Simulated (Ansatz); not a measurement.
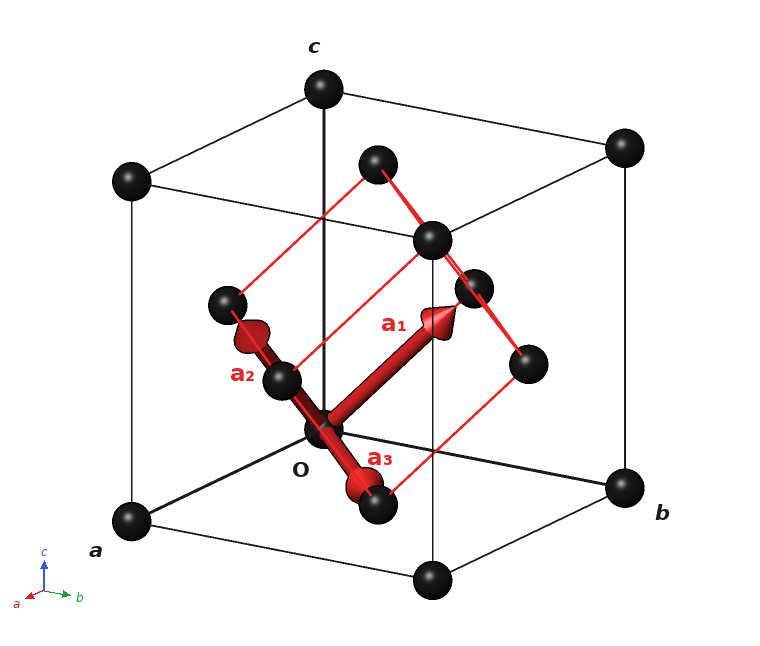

For BN, the input geometry of an electronic-structure calculation (not necessarily at equilibrium): the conventional cell (thin) and a primitive cell (coloured, vectors a₁, a₂, a₃), with the lattice points alone. Geometry calculated from the standardised cell; symmetry tolerance 0.002 Å.

a = 3.626 Å, b = 3.626 Å, c = 3.626 Å, α = 90.00°, β = 90.00°, γ = 90.00°.

What is the centring, and how are the primitive vectors built?

F, face-centred cubic, with lattice points at (0, 0, 0), (1/2, 1/2, 0), (1/2, 0, 1/2), (0, 1/2, 1/2). a₁ = 1/2 b + 1/2 c; a₂ = 1/2 a + 1/2 c; a₃ = 1/2 a + 1/2 b.

Give the primitive cell's size and content.

Edges 2.564, 2.564, 2.564 Å; angles 60.00°, 60.00°, 60.00°; volume 11.92 Å³, 1/4 of the conventional cell; 2 of its 8 atoms.
